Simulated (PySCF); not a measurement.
SMILES CSCS (C2H6S2), singlet at its PBE0/def2-SVP optimised geometry (Å):

```
10

C      1.4042    -0.6099     0.0000
S     -0.3986    -0.6099     0.0000
C     -0.7209     1.1662     0.0000
S     -0.1207     2.1142    -1.4329
H      1.7254    -1.6486    -0.1582
H      1.8110    -0.2517     0.9580
H      1.7801     0.0154    -0.8238
H     -1.8110     1.2701     0.1021
H     -0.2584     1.6486     0.8757
H     -0.7780     1.3903    -2.3652
```

Computed with PBE0/def2-TZVP run with PySCF 2.14.0. Cells within 0.4 Å of a nucleus heavier than hydrogen are left out (blank, or x).

Map of the electrostatic potential (hartree/e), clipped to [-0.08, 0.12] on the plane z = 0.0 Å:

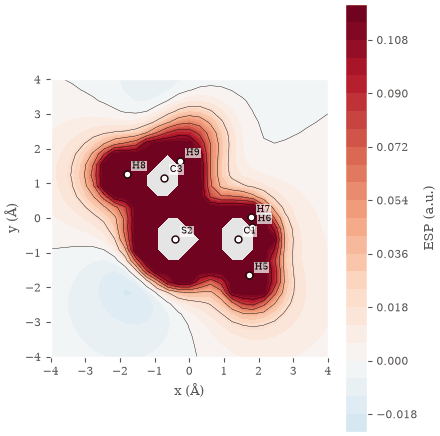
Figure. Electrostatic potential (hartree/e), clipped to [-0.08, 0.12] on the plane z = 0.0 Å.
